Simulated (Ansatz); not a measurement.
# Si3C: a single-point run

Aim: a sound single-point run of Si3C. The structure is shown as the input types it. The cell is built on a prototype (ordering on diamond) and needn't be the phase found in nature.

Method: density functional or hybrid calculation with the settings of its input, plane waves (as first typed), in Ansatz 0.2.0.

## Step 1: The structure to begin with

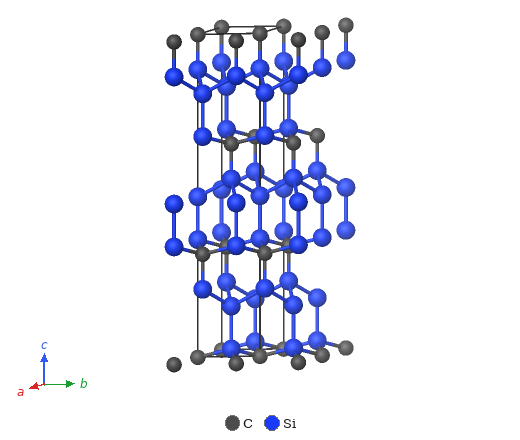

The starting structure, seen slightly off an axis (carbon dark grey, silicon blue). 2×2×1 cells are drawn. Atoms on the faces are drawn again on the opposite ones. The cell drawn here is the conventional one.

Coordinates:

```
CELL_PARAMETERS angstrom
1.69861 0.98069 5.87092
-1.69861 0.98069 5.87092
0.00000 -1.96139 5.87092
ATOMIC_POSITIONS crystal
C 0.99897 0.99897 0.99897
Si 0.49662 0.49662 0.49662
Si 0.36388 0.36388 0.36388
Si 0.89053 0.89053 0.89053
```

## Step 2: Running it

Contents of input.yaml:

```yaml
crystal:
  lattice:
    - [1.6986113246, 0.9806937055, 5.8709154094]
    - [-1.6986113246, 0.9806937055, 5.8709154094]
    - [0.0, -1.961387411, 5.8709154094]
  atoms:
    - { symbol: C, position: [0.9989692349, -0.0010307651, -0.0010307651] }
    - { symbol: Si, position: [0.4966196746, 0.4966196746, 0.4966196746] }
    - { symbol: Si, position: [0.3638779033, 0.3638779033, 0.3638779033] }
    - { symbol: Si, position: [0.8905331871, 0.8905331871, 0.8905331871] }
kpoints:
  mp_grid: { grid: [6, 6, 6] }
hamiltonian:
  xc: pbe
scf:
  occupations: { method: fermi_dirac, width: 0.02 }
  n_extra_bands: 5
  max_iter: 68
output:
  forces: true
  stress: true
  eigenvalues: true
basis:
  ecutwfc: 120
```

Started as:

```bash
$ ansatz run input.yaml --threads 4 --pin off --max-ram 3686MiB --backend cpu --events-out ev --progress --plain --runs-dir out
```

The program printed:

```text
Warning: basis.ecutwfc = 120 eV is below the records' recommended 420 eV, and the density's cutoff is lower with it unless basis.ecutrho_ratio is high enough to keep the records' density cutoff: compare with a run at a higher cutoff
Warning: RAYON_NUM_THREADS=4 ignored (pool sized by the plan → 4); use --threads N
basis.fft_grid_basis auto: the FFT boxes are laid along the combinations [[1, 0, -1], [0, 1, -1], [0, 0, 1]] of the cell's own vectors, 3.397, 3.397 and 6.190 Å long. The dense box has 15×15×24 points. Along the cell's own vectors, as sized, it would have 24×24×24, 2.56 times as many. Of the 6 symmetry operations that the crystal satisfies within crystal.symmetry.tolerance (time reversal apart; of a slab, those that keep its plane) the dense box along the cell's own vectors carries 6, and the one as laid loses 4 of those. basis.fft_grid_basis: typed keeps the cell's own vectors: state it where this run's energies or levels are differenced outside the engine with another run's, or held beside a run that keeps those vectors.
scf.n_extra_bands = 5 over 8 filled bands (N_el = 16.0): the run solves 13 bands
Engine: ansatz 0.2.0, aarch64-unknown-linux-gnu
Pseudopotentials: kind: paw
Pseudopotential: C, paw, valence charge 4, recommended cutoff 420 eV (normal), C.paw.azcp
Pseudopotential: Si, paw, valence charge 4, recommended cutoff 420 eV (normal), Si.paw.azcp
Functional definition: PBE
  parameter kappa = 0.804
  parameter beta = 0.06672455060314922
  exchange = pbe_x(kappa = kappa, mu = beta*pi^2/3)
  correlation = pbe_c(beta = beta)
Crystal: 4 atoms, lattice volume = 58.679 Å³
Basis set: ecut = 120 eV, 155 PW (Γ), FFT grids on a1−a3, a2−a3, a3, exchange–correlation on 30×30×48 points (8 copies of the dense FFT grid, shifted against one another)
Bands: 13, of which v1, the nominal top of the filled ones, is band 8 counted from 1 (7 counted from 0)
Symmetry: 6 space group operations
Space group: R3m (ITA 160), of the structure as read, at distance tolerance 3.9e-5 Å
k-points: 32 of 216 (time reversal used)
Non-local potential: C, projectors of the file, l = 0: 2, l = 1: 2, l = 2: 1
Non-local potential: Si, projectors of the file, l = 0: 2, l = 1: 2, l = 2: 2
PAW form: soft (Blöchl's): semilocal exchange-correlation on the pseudo side does not see the compensation charge
PAW one-centre angular grid: C, 110 points (default); XC on 64 Gauss nodes
PAW one-centre angular grid: Si, 110 points (default); XC on 64 Gauss nodes
Initial density: superposition of atomic densities (neutral atoms: chi_scale 0, normalization atom), corrected by the library's trained network
Initial wavefunctions: pseudopotential atomic-orbital guess
Functional: x = pbe(κ = 0.804, μ = 0.2195149727645171), c = pbe(β = 0.06672455060314922)
SCF iter   1: F=—  HF=-2150.497668 eV  |F-HF|=—  |Δ(HF+E_count)|=         —  Δρ=7.17e-2  dr2=3.09e0  ethr=1.77e-3  ⟨swp⟩=6.5  Hψ=2557  notcnv=0
preconditioner: auto → Kerker (q_TF=auto, 2.197 Å⁻¹)  [metal: Δε(μ)=0.030 eV  Ē_g=9.770 eV  σ=0.020 eV  W_gap=0.36  n_scr=10 (ndim 8)  ℏωp=19.4 eV  f_vac=0.000  D(μ)=2.02/eV (n_scr^D=16)]
SCF iter   2: F=—  HF=-2149.639274 eV  |F-HF|=—  |Δ(HF+E_count)|=   8.58e-1  Δρ=3.21e-2  dr2=4.32e-1  ethr=1.77e-3  ⟨swp⟩=2.0  Hψ=1063  notcnv=0  defer=26
SCF iter   3: F=—  HF=-2149.502218 eV  |F-HF|=—  |Δ(HF+E_count)|=   1.37e-1  Δρ=7.02e-3  dr2=1.38e-2  ethr=1.77e-3  ⟨swp⟩=2.0  Hψ=780  notcnv=0  defer=26
SCF iter   4: F=—  HF=-2149.500264 eV  |F-HF|=—  |Δ(HF+E_count)|=   1.95e-3  Δρ=9.10e-4  dr2=8.06e-4  ethr=8.63e-5  ⟨swp⟩=2.3  Hψ=790  notcnv=0  defer=21
SCF iter   5: F=—  HF=-2149.500177 eV  |F-HF|=—  |Δ(HF+E_count)|=   8.71e-5  Δρ=2.52e-4  dr2=6.99e-5  ethr=5.04e-6  ⟨swp⟩=1.2  Hψ=433  notcnv=0  defer=21
SCF iter   6: F=—  HF=-2149.494134 eV  |F-HF|=—  |Δ(HF+E_count)|=   6.04e-3  Δρ=7.91e-5  dr2=4.69e-6  ethr=4.37e-7  ⟨swp⟩=2.7  Hψ=668  notcnv=0  defer=21
SCF iter   7: F=—  HF=-2149.494135 eV  |F-HF|=—  |Δ(HF+E_count)|=   2.93e-7  Δρ=1.88e-5  dr2=3.99e-7  ethr=2.93e-8  ⟨swp⟩=2.3  Hψ=596  notcnv=0  defer=21
SCF iter   8: F=-2149.494135 eV  HF=-2149.494135 eV  |F-HF|=8.19e-9  |Δ(HF+E_count)|=   3.02e-8  Δρ=4.32e-6  dr2=2.35e-8  ethr=6.25e-10  ⟨swp⟩=7.1  Hψ=1594  notcnv=0
SCF 1 converged in 8 iterations: F = -2149.494135 eV  dr2 = 2.35e-8
SCF converged after 8 iterations
Free energy (F): -2149.494135 eV
Harris-Foulkes:  -2149.494135 eV  (|F-HF|=8.19e-9)
Internal energy: -2149.490746 eV  (E = F + TS)
E sigma→0 (E₀):  -2149.492440 eV
Entropy (-TS):   -0.003389 eV (-0.847 meV/atom)
Fermi energy:    9.073891 eV
--- Per-component energies (eV) ---
  E_band       = 37.101033
  E_kinetic    = 204.768597
  E_local      = -152.637970  (includes V_loc(G=0)·N_el)
  E_nonlocal   = 102.900969
  E_hartree    = 47.880542
  E_xc         = -216.421779
  E_vxc        = -203.294937  (∫ρ·V_xc dr)
  E_paw        = -1634.840197  (= ΣΔE_a)
  E_vpaw       = -10.391221  (= ΣTr[D̂ρ^β])
  E_aug_tail   = -0.005653  (compensation charges beyond the density's cutoff)
  E_ewald      = -501.135255
  E_smearing   = -0.003389  (= −TS)
  E_closure    = -0.000000  (closes the sum)
  Σ components = -2149.494135   (vs F -2149.494135, Δ=0.00e0)
--- Forces (eV/Å), atoms counted from 1 ---
  atom   1  C      0.00000000     0.00000000     0.35012390
  atom   2  Si     0.00000000     0.00000000    -0.54847339
  atom   3  Si     0.00000000     0.00000000     0.33179571
  atom   4  Si     0.00000000     0.00000000    -0.13209883
  max |Σ_I F_I| component: 1.35e-3 eV/Å
--- Stress (GPa, compression-positive) ---
       13.242718       0.000000       0.000000
        0.000000      13.242718      -0.000000
        0.000000      -0.000000      10.867049
  P = ⅓ Tr σ = 12.4508 GPa (124.508 kbar)
--- Band table (eV; the first three rows and the last of 32) ---
  k-point 0: bands = ["-7.0696", "-2.9670", "-0.1197", "6.7963", "6.7963", "7.7785", "8.4353", "9.9541", "9.9541", "11.7053", "12.5610", "12.5610", "13.3027"]
  k-point 1: bands = ["-6.7299", "-2.6006", "0.2150", "4.1638", "6.0947", "7.1563", "7.5572", "8.8890", "10.0221", "11.4825", "12.5215", "13.1618", "13.6979"]
  k-point 2: bands = ["-5.8368", "-1.6338", "0.4751", "2.4893", "4.0627", "5.2311", "5.9919", "7.7524", "9.9040", "11.1611", "12.5439", "13.5387", "14.9073"]
  k-point 31: bands = ["-6.9159", "-3.8596", "2.6392", "3.7097", "6.7763", "6.7763", "9.5079", "9.5884", "9.5884", "12.3594", "13.2086", "13.2086", "13.9398"]
```

It took 0.51 s on 4 threads of Arm Neoverse N1, shared host; peak memory 0.25 GiB.

## Step 3: A second look at the input

The run converged and reported no error, with warnings (cutoff below recommended). Its log warns: «basis.ecutwfc = 120 eV is below the records' recommended 420 eV ...»

The suspect setting: basis.ecutwfc is 120. With so few plane waves the basis is incomplete by a wide margin. The potentials' recommended cutoff is 420 eV.

To check: delete basis.ecutwfc (the default then holds).

## Step 4: A check with that setting changed

Besides the cure, the input differs in scf.max_iter.

input.yaml: that of step 2 with these lines changed.

```diff
@@ -17,3 +17,2 @@
   n_extra_bands: 5
-  max_iter: 68
 output:
@@ -22,3 +21 @@
   eigenvalues: true
-basis:
-  ecutwfc: 120
```

Started as:

```bash
$ ansatz run input.yaml --threads 4 --pin off --max-ram 3686MiB --backend cpu --events-out ev --progress --plain --runs-dir out
```

Excerpt of the output:

```text
[...]
Basis set: ecut = 420 eV, 1147 PW (Γ), FFT grids on a1−a3, a2−a3, a3, exchange–correlation on 48×48×90 points (8 copies of the dense FFT grid, shifted against one another)
[...]
k-points: 32 of 216 (time reversal used)
[...]
SCF iter   1: F=—  HF=-2157.098194 eV  |F-HF|=—  |Δ(HF+E_count)|=         —  Δρ=4.41e-3  dr2=2.74e-2  ethr=1.77e-3  ⟨swp⟩=6.6  Hψ=2959  notcnv=0
preconditioner: auto → none  [insulator: Δε(μ)=0.107 eV  Ē_g=9.646 eV  σ=0.020 eV  W_gap=0.56  n_scr=10 (ndim 8)  ℏωp=19.4 eV  f_vac=0.000  D(μ)=0.93/eV (n_scr^D=2)  ε∞_Penn≈5.0]
SCF iter   2: F=—  HF=-2157.092859 eV  |F-HF|=—  |Δ(HF+E_count)|=   5.33e-3  Δρ=1.15e-3  dr2=8.46e-4  ethr=1.71e-4  ⟨swp⟩=2.2  Hψ=817  notcnv=0  defer=24
[...]
SCF iter   5: F=—  HF=-2157.093029 eV  |F-HF|=—  |Δ(HF+E_count)|=   2.20e-5  Δρ=5.17e-5  dr2=1.16e-6  ethr=3.60e-7  ⟨swp⟩=2.2  Hψ=526  notcnv=0  defer=26
SCF iter   6: F=-2157.093030 eV  HF=-2157.093030 eV  |F-HF|=1.79e-9  |Δ(HF+E_count)|=   1.18e-6  Δρ=7.15e-6  dr2=2.35e-8  ethr=6.25e-10  ⟨swp⟩=8.6  Hψ=2428  notcnv=0
[...]
SCF converged after 6 iterations
Free energy (F): -2157.093030 eV
[...]
E sigma→0 (E₀):  -2157.092191 eV
[...]
Fermi energy:    8.831322 eV
[...]
  P = ⅓ Tr σ = 1.9245 GPa (19.245 kbar)
[...]
```

Wall time 1.2 s (4 threads of Arm Neoverse N1, shared host); peak memory 0.33 GiB.

| run | ending | energy change | pressure (GPa) | gap (eV) | force (eV/Å) | cycles | time |
| --- | --- | --- | --- | --- | --- | --- | --- |
| first try | converged | +1.90 eV/atom | 12.5 | 0.00 | 0.55 | 8 | 0.51 s |
| second try | converged | 0 | 1.9 | 0.00 | 0.13 | 6 | 1.2 s |

## Step 5: Outcome

| quantity | value |
| --- | --- |
| first try | converged, 8 SCF cycles |
| fault in the input | cutoff far too low |
| second try | converged, 6 SCF cycles |
| energy (zero set by the potentials) | -2157.0930 eV |
| pressure | 1.92 GPa |
| gap on the mesh | none (metal on this mesh) |
| largest force | 0.129 eV/Å |

**Reading.** Both runs converge, but the first lies +1.90 eV/atom from the second; on mending, the pressure goes from 12.5 to 1.9 GPa, the largest force goes from 0.55 to 0.13 eV/Å. The second, on usual settings, is the one to trust of the two, though its own convergence isn't tested here. The largest force in the second run is 0.129 eV/Å, so the atoms are not at their relaxed places.
